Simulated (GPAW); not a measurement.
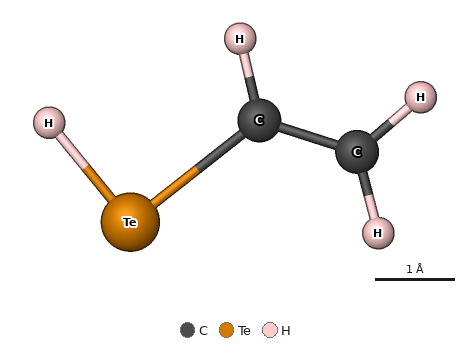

Fig. 1: The input geometry (ball-and-stick view, seen at an oblique angle). Bond lengths as drawn: C–C 1.32 Å, C–H 1.08 Å, C–Te 2.11 Å and H–Te 1.64 Å.

**C2H4Te: property calculation**

System: C2H4Te, SMILES C=C[TeH].
Method: LDA (PW92)/plane waves, scalar-relativistic datasets (GPAW 26.7.0).

The geometry comes from this level: GFN2-xTB.

### Output
```
__  _  _
 | _ |_)|_||  |
 |__||  | ||/\| - 26.7.0

units:  Angstrom and eV
cores:  1
OpenMP: False

Versions:
  Python: 3.12.14
  ASE:    3.29.0
  Numpy:  2.5.5
  Scipy:  1.18.1
  Libxc:  7.0.0

        _gpaw.cpython-312-aarch64-linux-gnu.so

Input parameters:
  mode=PW(ecut=450.00000000000006),
  maxiter=100,
  xc=XC(name='LDA')

Diagonalizing LCAO Hamiltonian
Converting LCAO to pw mode
         .--------------------------------.
        /|                                |
       / |                                |
      /  |                                |
     /   |                                |
    /    |                                |
   /     |                                |
  /      |                                |
 *       |                                |
 |       |        H     H                 |
 |       |      H  C C    H               |
 |       |            Te                  |
 |       .--------------------------------.
 |      /                                /
 |     /                                /
 |    /                                /
 |   /                                /
 |  /                                /
 | /                                /
 |/                                /
 *--------------------------------*

Atoms  # Å, Bohr magnetons
|   | symbol |        x |        y |        z |    initial magnetic moments |
|---|--------|----------|----------|----------|-----------------------------|
| 0 |      C | 5.283490 | 6.815660 | 4.565330 | ( 0.0000,  0.0000,  0.0000) |
| 1 |      C | 6.554870 | 6.487250 | 4.680830 | ( 0.0000,  0.0000,  0.0000) |
| 2 |     Te | 7.258160 | 4.500000 | 4.814480 | ( 0.0000,  0.0000,  0.0000) |
| 3 |      H | 4.500000 | 6.077850 | 4.530310 | ( 0.0000,  0.0000,  0.0000) |
| 4 |      H | 4.967540 | 7.844180 | 4.500000 | ( 0.0000,  0.0000,  0.0000) |
| 5 |      H | 7.319910 | 7.244840 | 4.712160 | ( 0.0000,  0.0000,  0.0000) |
| 6 |      H | 8.813830 | 5.024930 | 4.905580 | ( 0.0000,  0.0000,  0.0000) |

Unit cell  # Å
| periodic |         x |         y |        z |   lengths |    angles |
|----------|-----------|-----------|----------|-----------|-----------|
|       no | 13.313830 |  0.000000 | 0.000000 | 13.313830 | 90.000000 |
|       no |  0.000000 | 12.344180 | 0.000000 | 12.344180 | 90.000000 |
|       no |  0.000000 |  0.000000 | 9.405580 |  9.405580 | 90.000000 |

Number of symmetries: 1
Symmetry operations  # r_c * U_cc + t_c -> r_c
|   | kind |            matrix            |
|---|------|------------------------------|
| 0 |  E   |  1, 0, 0,  0, 1, 0,  0, 0, 1 |

BZ-sampling:
  Number of BZ points: 1
  Number of IBZ points: 1

  Monkhorst-Pack size: [1, 1, 1]
  Monkhorst-Pack shift: [0, 0, 0]

K-points  # in reciprocal-cell coordinates
|   |                                coordinates |     weight |
|---|--------------------------------------------|------------|
| 0 | (  0.00000000,   0.00000000,   0.00000000) | 1.00000000 |

Plane wave coefficients: 16755
Cutoff: 450.00000000000006 eV

Spin-components: 1 (collinear spins)
Bands:           15
Projectors:      27
Spin-degeneracy: 2
Datatype:        float64

  Storage: CPU
  Wave functions: 4_021_200 bytes (4_021_200 per core)
  Projectors: 7_774_320 bytes (7_774_320 per core)

Parallelization:
  kpt:    1
  domain: 1
  band:   1

Density:
  Valence electrons: 18.0
  Components: 1
  Grid points: [70 63 48]
  Charge: 0.0  # |e|

Potential:
  Grid points: [70 63 48]

species:
  C:
    name:    Carbon
    Z:       6.0
    valence: 4
    core:    2
    charge:  0.0  # [|e|]
    file:    C.LDA.gz
    compensation charges:
      type: gauss
      rc: 0.20  # [Å]
      lmax: 2
    cutoffs:
      filter: 1.14  # [Å]
      core: 1.14  # [Å]
    projectors
    | kind |    occ | energy [eV] | rcut [Å] |
    |------|--------|-------------|----------|
    |   2s |  2.000 |     -13.639 |    0.635 |
    |   2p |  2.000 |      -5.414 |    0.635 |
    |    s |        |      13.573 |    0.635 |
    |    p |        |      21.797 |    0.635 |
    |    d |        |       0.000 |    0.635 |

    Using partial waves for C as LCAO basis

  Te:
    name:    Tellurium
    Z:       52.0
    valence: 6
    core:    46
    charge:  0.0  # [|e|]
    file:    Te.LDA.gz
    compensation charges:
      type: gauss
      rc: 0.36  # [Å]
      lmax: 2
    cutoffs:
      filter: 2.09  # [Å]
      core: 3.17  # [Å]
    projectors
    | kind |    occ | energy [eV] | rcut [Å] |
    |------|--------|-------------|----------|
    |   5s |  2.000 |     -15.337 |    1.180 |
    |   5p |  4.000 |      -6.113 |    1.196 |
    |    s |        |      11.875 |    1.180 |
    |    p |        |      21.098 |    1.196 |
    |    d |        |       0.000 |    1.238 |

    Using partial waves for Te as LCAO basis

  H:
    name:    Hydrogen
    Z:       1.0
    valence: 1
    core:    0
    charge:  0.0  # [|e|]
    file:    H.LDA.gz
    compensation charges:
      type: gauss
      rc: 0.15  # [Å]
      lmax: 2
    cutoffs:
      filter: 0.85  # [Å]
      core: 0.53  # [Å]
    projectors
    | kind |    occ | energy [eV] | rcut [Å] |
    |------|--------|-------------|----------|
    |   1s |  1.000 |      -6.353 |    0.476 |
    |    s |        |      20.858 |    0.476 |
    |    p |        |       0.000 |    0.476 |

    Using partial waves for H as LCAO basis

Reference energy: -186723.617052  # eV

eigensolver:
  PPCG
  Converge bands: occupied
  niter=2

density mixing:
  MSR1-Mixer
  Pratt-step length: 0.05
  Maximum mixing coefficient: 0.75
  Old densities: 10
  SVD Regularization: 0.005
  Good broyden scale: 1.0
  Trust region scale: 1.0
  Backstep threshold: 4.0
  History deletion threshold: 6.0
  Fourier metric: weight=20.0, sigma=0.015

occupation numbers:
  # Zero width

poisson solver:
  ecut: 3600.0000000000005  # eV

xc functional:
  name: None

Initialization done in: 0.923 s

convergence criteria:
- Maximum [total energy] change in last 3 cyles: 0.0005 eV / valence electron
- Maximum integral of absolute [dens]ity change: 0.0001 electrons / valence electron
- Maximum integral of absolute [eigenst]ate change: 4e-08 eV^2 / valence electron
maximum number of iterations: 100

SCF iterations
|iter     |     time |      energy | eigst |  dens |
|---------|----------|-------------|-------|-------|
|iter:   1| 00:00:01 |  -40.255703 | +0.60 |       |
|iter:   2| 00:00:02 |  -39.091418 | -1.05 | -0.60 |
|iter:   3| 00:00:03 |  -36.005741 | -0.91 | -0.66 |
|iter:   4| 00:00:04 |  -35.611452 | -1.45 | -1.10 |
|iter:   5| 00:00:05 |  -35.595334 | -2.69 | -1.65 |
|iter:   6| 00:00:06 |  -35.594962 | -3.73 | -2.15 |
|iter:   7| 00:00:06 |  -35.594803c| -4.32 | -2.58 |
|iter:   8| 00:00:07 |  -35.594791c| -5.35 | -2.98 |
|iter:   9| 00:00:08 |  -35.594793c| -6.31 | -3.40 |
|iter:  10| 00:00:09 |  -35.594793c| -7.44c| -4.09c|

Converged in 10 steps
SCF loop duration: 8.434 s (0.843 s/step)
Energy contributions relative to reference atoms: (reference = -186723.617052)

Energy contributions:
  Kinetic:          43.448804
  Coulomb:         -46.283741
  Zero:              0.091003
  External:          0.000000
  Xc:              -32.850859
  Entropy:           0.000000
  Spinorbit:         0.000000
  ----------------------------
  Free energy:     -35.594793
  Extrapolated:    -35.594793

dipole moment: (0.013619, 0.111605, -0.003925)  # |e|*Ang

Fermi level: -3.204
Eigenvalues  # (at kpt = [0.000, 0.000, 0.000])
| band index |      eig [eV] | occ [0-2] |
|------------|---------------|-----------|
|          0 |       -18.867 |     2.000 |
|          1 |       -15.880 |     2.000 |
|          2 |       -13.401 |     2.000 |
|          3 |       -11.218 |     2.000 |
|          4 |        -9.853 |     2.000 |
|          5 |        -8.546 |     2.000 |
|          6 |        -7.323 |     2.000 |
|          7 |        -7.294 |     2.000 |
|          8 |        -4.909 |     2.000 |
|          9 |        -1.499 |     0.000 |
|         10 |        -0.971 |     0.000 |
|         11 |        -0.569 |     0.000 |
|         12 |         0.139 |     0.000 |
|         13 |         0.479 |     0.000 |
|         14 |         0.630 |     0.000 |

Gap: 3.411 eV
Transition (v -> c):
  (s=0, k=0, n=8, [0.00, 0.00, 0.00]) -> (s=0, k=0, n=9, [0.00, 0.00, 0.00])
No difference between direct/indirect transitions
vacuum-level: 0.370  # V
Energy: -35.59479 eV

Forces  # eV/Ang
|        x |        y |        z |
|----------|----------|----------|
|  0.11758 | -0.22776 |  0.02185 |  # C    0
|  0.03223 | -0.80858 |  0.02646 |  # C    1
| -0.50140 |  0.48602 | -0.05514 |  # Te   2
| -0.50877 | -0.45727 | -0.02325 |  # H    3
| -0.07226 |  0.60852 | -0.02931 |  # H    4
|  0.55601 |  0.33323 |  0.03413 |  # H    5
|  0.37524 |  0.06744 |  0.02515 |  # H    6

Force computation time: 0.580  # s
Forces (eV/Ang)
C     0.1176   -0.2278    0.0219
C     0.0322   -0.8086    0.0265
Te   -0.5014    0.4860   -0.0551
H    -0.5088   -0.4573   -0.0232
H    -0.0723    0.6085   -0.0293
H     0.5560    0.3332    0.0341
H     0.3752    0.0674    0.0251
Dipole: 0.540 D
HOMO                    -4.909 eV
LUMO = -1.499 eV
Gap: 3.411 eV
```

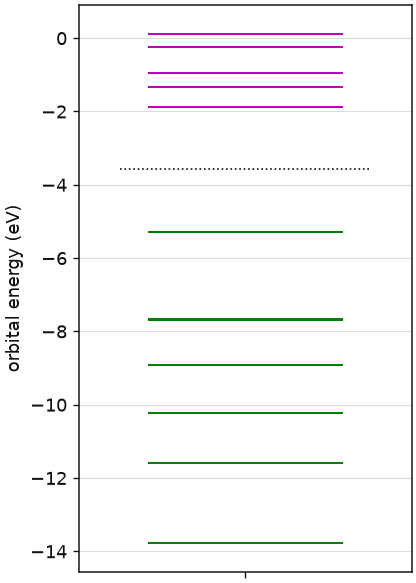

Fig. 2: Orbital energies near the frontier; the dotted line parts filled from empty levels, and levels within 0.02 eV of each other stand side by side. Highest filled −5.28 eV, lowest empty −1.87 eV, 3.41 eV apart.

This output came from the following input.

### Input file (calc.py)
```python
import numpy as np
from ase import Atoms
from ase.units import Bohr, Debye
from gpaw import GPAW, PW

# Atomic positions
positions_bohr = np.array(
              [[ -2.082308,   1.002878,  -0.202843],
               [  0.320252,   0.382273,   0.015420],
               [  1.649277,  -3.373086,   0.267982],
               [ -3.562890,  -0.391381,  -0.269021],
               [ -2.679367,   2.946499,  -0.326299],
               [  1.765968,   1.813910,   0.074625],
               [  4.589068,  -2.381112,   0.440136]])
system = Atoms(['C', 'C', 'Te', 'H', 'H', 'H', 'H'], positions=positions_bohr * Bohr)
system.center(vacuum=4.5)

# Ground state
calc = GPAW(mode=PW(450), xc='LDA', maxiter=100, txt='-')
system.calc = calc

energy = system.get_potential_energy()
print(f'Energy: {energy:.5f} eV')
forces = system.get_forces()
print('Forces (eV/Ang)')
for symbol, f in zip(system.symbols, forces):
    print(f'{symbol:2} {f[0]:9.4f} {f[1]:9.4f} {f[2]:9.4f}')
dipole = system.get_dipole_moment() / Debye
print(f'Dipole: {np.linalg.norm(dipole):.3f} D')
homo, lumo = calc.get_homo_lumo()
print(f'HOMO                    {homo:.3f} eV')
print(f'LUMO = {lumo:.3f} eV')
print(f'Gap: {lumo - homo:.3f} eV')
```

Launched with:
```bash
python3 calc.py
```

### Results in brief

- outcome: converged
- energy relative to the program's reference atoms: −35.5948 eV
- largest force: 0.810 eV/Å
- HOMO: −5.28 eV
- LUMO: −1.87 eV
- dipole moment: 0.54 D
- hardware: 1 thread of Arm Neoverse V1, 24 GiB of memory available, shared host
- wall time: 11 s
- peak memory: 0.41 GiB
